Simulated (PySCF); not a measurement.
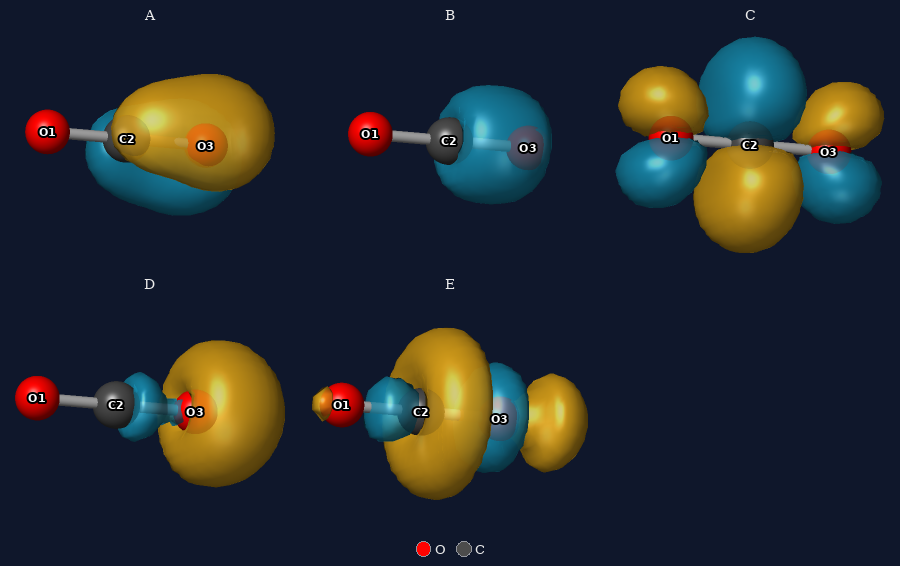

Figure. CO2, SMILES `O=C=O`. Intrinsic bond orbitals (IBO), occupied and valence-virtual; each surface holds about 85 % of the orbital's density. Energies are diagonal elements of the Fock matrix.

Method: ωB97X/6-31G*; geometry: GFN2-xTB; program: PySCF. No frequency check shows the geometry to be a minimum.

Input script:

```python
import numpy as np
from pyscf import gto, scf, dft, lo
from pyscf.data.elements import chemcore

def solve(mol, dm0=None, hcore=None):
    mf = (dft.UKS if mol.spin else dft.RKS)(mol, xc='wb97x')
    mf.grids.level = 3
    mf = mf.density_fit(auxbasis='def2-universal-jkfit')
    mf.conv_tol, mf.max_cycle = 1e-8, 80
    if hcore is not None:
        mf.get_hcore = lambda *args: hcore
    mf.kernel(dm0)
    if not mf.converged:
        mf = mf.newton().run(mf.mo_coeff, mf.mo_occ, max_cycle=30)
    assert mf.converged, 'SCF not converged'
    return mf

mol = gto.M(atom='''
O     -1.14366     0.00005     0.00000
C      0.00000    -0.00013     0.00000
O      1.14366     0.00005     0.00000
''', basis='6-31g*', charge=0, spin=0, verbose=4)
mf = solve(mol)
occ_all = mf.mo_coeff[:, mf.mo_occ > 0]
occ = occ_all[:, chemcore(mol):]
loc = lo.ibo.ibo(mol, occ, iaos=lo.iao.iao(mol, occ_all))
fock, s = mf.get_fock(), mf.get_ovlp()
ortho = lo.orth_ao(mol, 'meta_lowdin')
ortho = lo.vec_lowdin(lo.iao.iao(mol, occ_all), s)
labels = lo.iao.reference_mol(mol).ao_labels(fmt=None)
vir = lo.vvo.livvo(mol, occ_all, mf.mo_coeff[:, mf.mo_occ == 0])
both = np.hstack([loc, vir])
p = (ortho.T @ s @ both) ** 2
pop = np.array([p[[l[0] == a for l in labels]].sum(0) for a in range(mol.natm)])
spd = np.array([[p[[l[0] == a and l[2][-1] == k for l in labels]].sum(0) for k in 'spd'] for a in range(mol.natm)])
eps = np.einsum('pi,pq,qi->i', both, fock, both)
for i in np.argsort(eps):
    top = np.argsort(-pop[:, i])[:3]
    print('%3d %s %9.4f Eh ' % (i + 1, 'occ' if i < loc.shape[1] else 'vir', eps[i]), '  '.join('%s%d %.3f' % (mol.atom_symbol(a), a + 1, pop[a, i]) for a in top))
np.savez('result.npz', c=both, nocc=loc.shape[1], pop=pop, spd=spd, eps=eps, e=mf.e_tot)
```

Launched as:

```sh
OMP_NUM_THREADS=1 python input.py
```

The run took 2.5 s on 1 thread of Intel(R) Xeon(R) Platinum 8259CL CPU @ 2.50GHz (Skylake/Cascade Lake), with other jobs on the host, peak memory 0.2 GiB.

Identify each orbital.

By panel:
- A: π bond O3–C2 (O3 78 %, C2 21 %; −15.1 eV)
- B: σ bond O3–C2 (O3 60 %, C2 40 %; −32.6 eV)
- C: antibonding multicentre orbital mainly over C2, O3 and O1 (C2 59 %, O3 21 %, O1 21 %; 4.6 eV)
- D: lone pair on O3 (sp0.8-type) (O3 99 %; −19.8 eV)
- E: σ* orbital C2–O3 (C2 59 %, O3 40 %; 19.3 eV)

Which has the smallest and which the largest spatial spread?

Smallest: B (0.59 Å); largest: C (1.12 Å).
